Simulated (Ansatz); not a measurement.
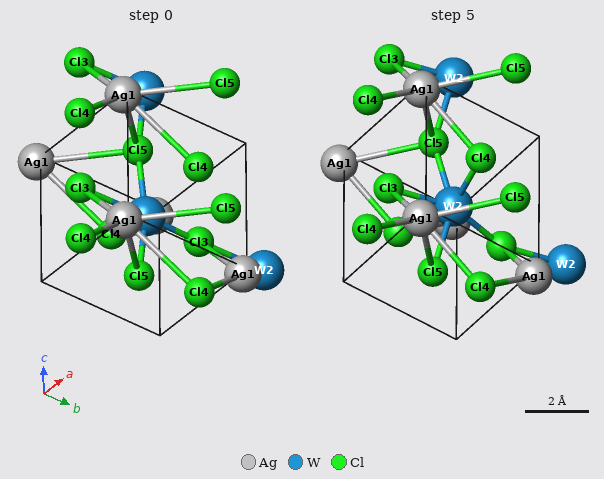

The structure of solid AgWCl3 (built on the cubic perovskite type) (coarse preliminary run) before (left) and after (right) a relaxation, at one scale.

Style: ball-and-stick. Shown: the cell of the calculation, reduced to other axes, from a free direction. Lengths and directions refer to the drawn axes.

These are results of Ansatz, DFT r2SCAN, scalar-relativistic, plane waves, PAW, not measurements.

Input
```yaml
crystal:
  lattice:
    - [4.7589556948, -0.0858955408, -0.0632039648]
    - [-0.0858955408, 4.7402724907, -0.0295067709]
    - [-0.0632039648, -0.0295067709, 4.8139977768]
  atoms:
    - { symbol: Ag, position: [-0.0147002871, 0.0657796712, 0.0013600142] }
    - { symbol: W, position: [0.4857690549, 0.4970273057, 0.5256084129] }
    - { symbol: Cl, position: [1.021440437, 0.5174644045, 0.51820659] }
    - { symbol: Cl, position: [0.4684787512, -0.0869841696, 0.4380202227] }
    - { symbol: Cl, position: [0.539012044, 0.5067127883, 0.0168047602] }
basis:
  ecutwfc: 500
kpoints:
  mp_grid: { grid: [6, 6, 6] }
hamiltonian:
  xc: r2scan
scf:
  occupations: { method: gaussian, width: 0.1 }
output:
  forces: true
  stress: true
  eigenvalues: true
relax:
  adjacent_minimum: "off"
  f_tol: 0.015
  max_steps: 120
  cell: { stress_tol: 0.15 }
```

Command:
```bash
ansatz run input.yaml --threads 1 --pin off --max-ram 2560MiB --backend cpu --events-out ev --progress --plain --runs-dir out
```

Question: Describe what moved and what it gained.

Answer: The run was cut off at its time limit before the relaxation converged, so the last structure is only a point on the way. The largest move relative to the cell is that of Cl4, 0.41 Å along [−1 −2 0]. Largest moves by element: Cl 0.41 Å, W 0.37 Å, Ag 0.17 Å. The drawn cell changes as follows: a 4.741 → 4.743 Å (0.0 %), b 4.760 → 4.680 Å (−1.7 %), c unchanged at 4.815 Å, α 91.5° → 93.7°, β 90.7° → 85.8°, γ 92.1° → 96.5°; the volume changes by −2.6 %. Near-neighbour distances that change, for instance: Cl3–Cl4 2.823 → 3.309 Å, W2–Cl4 2.026 → 2.474 Å, Ag1–Cl4 3.343 → 2.902 Å, W2–Cl4 (another image) 2.794 → 2.399 Å. Among the angles between lasting bonds that change: Cl4–W2–Cl5 101.9° → 82.3°, W2–Cl3–W2 175.0° → 157.8°, Cl3–W2–Cl3 175.0° → 157.8°. The space group stays P1 (No. 1). Over 5 geometry steps the energy falls by 371 meV per atom. The largest force component goes from 8.5 to 1.2 eV/Å. The pressure goes from 8.87 to −0.52 GPa.
